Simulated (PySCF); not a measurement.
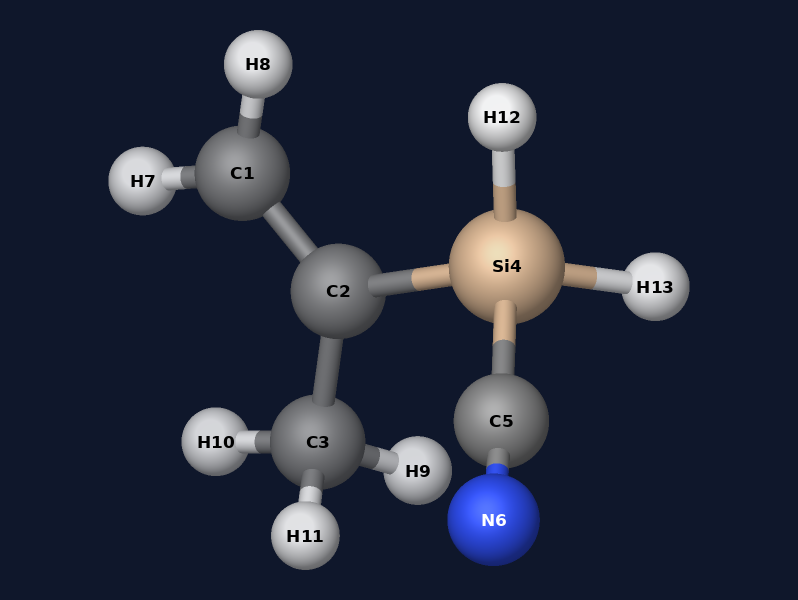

The geometry was computed by an optimisation with PBE0-D3(BJ)/def2-SVP. No frequency run is at hand to confirm it as a minimum. Properties computed with delta-SCF UKS SCAN, pcX-2 on the ionised atom, pcseg-1 elsewhere, non-relativistic (PySCF 2.14.0).

Give the core-electron binding energies (to vacuum; p and d levels without spin–orbit splitting) of C1 1s, C2 1s, C3 1s, Si4 1s, Si4 2p, C5 1s, N6 1s.

```json
{"atom": "C1", "level": "1s", "binding energy (eV)": "290.6"}
{"atom": "C2", "level": "1s", "binding energy (eV)": "290.7"}
{"atom": "C3", "level": "1s", "binding energy (eV)": "291.1"}
{"atom": "Si4", "level": "1s", "binding energy (eV)": "1843.1"}
{"atom": "Si4", "level": "2p", "binding energy (eV)": "107.9"}
{"atom": "C5", "level": "1s", "binding energy (eV)": "291.6"}
{"atom": "N6", "level": "1s", "binding energy (eV)": "404.9"}
```
